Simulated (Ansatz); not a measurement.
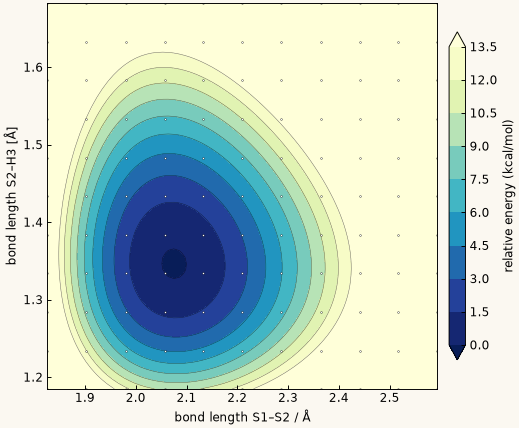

HS₂, SMILES [S-]S, charge −1. The first coordinate is: bond length S1–S2; the second: bond length S2–H3. Nothing is relaxed (all other coordinates rigid). Grid: 11 × 11 points. Energies are in kcal/mol, from the lowest grid point. All numbers below come from RKS wB97X-V/def2-TZVPD (Ansatz 0.2.0).

In the figure: filled contours, dots at the grid points, one colour for all values above the top of the scale. Between grid points the surface is interpolated.

Estimate the position of the minimum and the force constants in these coordinates.

Answer. The interpolated minimum is at bond length S1–S2 ≈ 2.075 Å, bond length S2–H3 ≈ 1.346 Å. The curvatures there are about 16 eV/Å² and 25 eV/Å², with a cross term of about 0.8 eV/Å². Round the minimum the two coordinates are nearly uncoupled. (1 eV is 23.1 kcal/mol.)
